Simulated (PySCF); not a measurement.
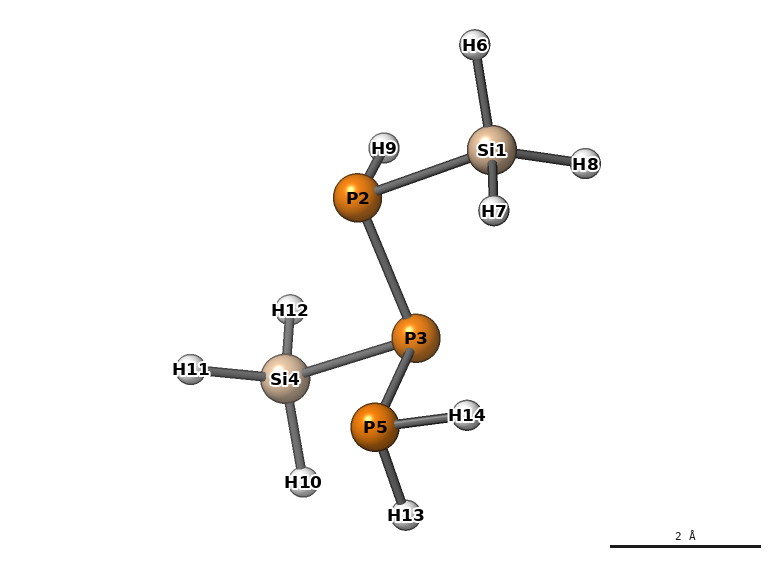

The view is orthographic, and the bar gives the scale. The computed structure is the end point of a GFN2-xTB optimisation. No frequency run is at hand to confirm it as a minimum.

Write Cartesian coordinates in Å in the frame of the picture: x to the right, y up, z towards the viewer, origin at the mean of the atomic positions.

```xyz
14
H9P3Si2
Si   1.31   1.96   1.34
P   -0.49   1.32   0.17
P    0.29  -0.56  -0.55
Si  -1.46  -1.10  -1.86
P   -0.26  -1.75   1.16
H    1.08   3.38   1.65
H    1.34   1.15   2.57
H    2.56   1.78   0.61
H   -0.14   1.99  -0.99
H   -1.22  -2.49  -2.28
H   -2.73  -0.98  -1.14
H   -1.40  -0.18  -3.00
H    0.15  -2.93   0.55
H    0.98  -1.59   1.79
```
